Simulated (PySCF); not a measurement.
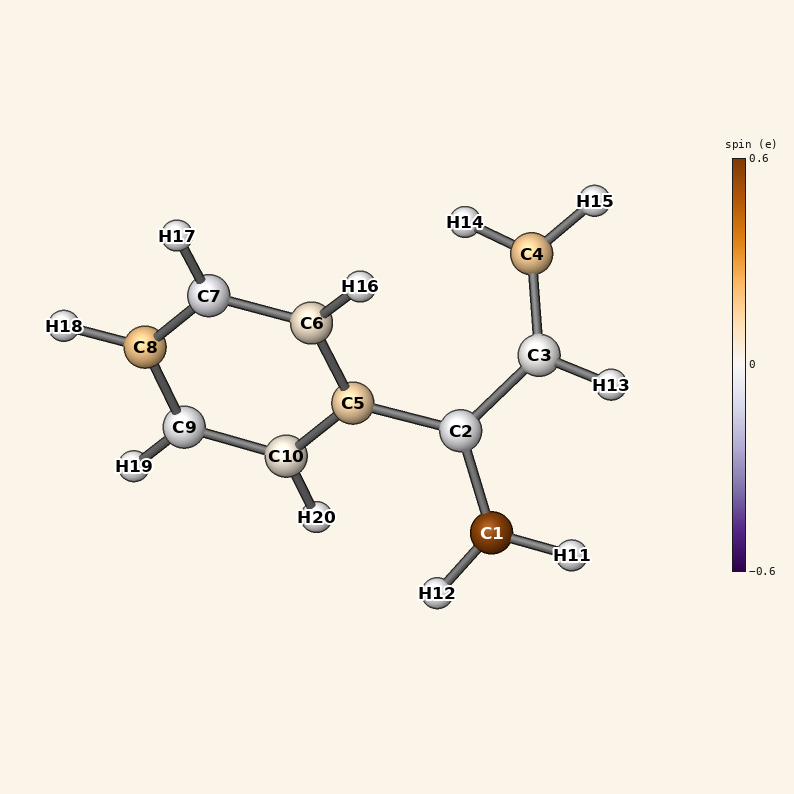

Atoms are coloured by their Mulliken spin populations. Charge +1, doublet. The computed structure is the end point of a PBE0-D3(BJ)/def2-SVP optimisation. No frequency run is at hand to confirm it as a minimum. Level of theory: UKS B3LYP, IGLO-III on C, pcH-1 on H, non-relativistic (PySCF 2.14.0).

Give the Mulliken spin populations atom by atom.

```
atom  value (e)
  C1       0.56
  C2      −0.03
  C3       0.01
  C4       0.17
  C5       0.14
  C6       0.07
  C7      −0.04
  C8       0.18
  C9      −0.02
 C10       0.04
 H11      −0.02
 H12      −0.02
 H13       0.00
 H14      −0.01
 H15      −0.01
 H16       0.00
 H17       0.00
 H18      −0.01
 H19       0.00
 H20       0.00
```

Mulliken values depend strongly on the basis set.
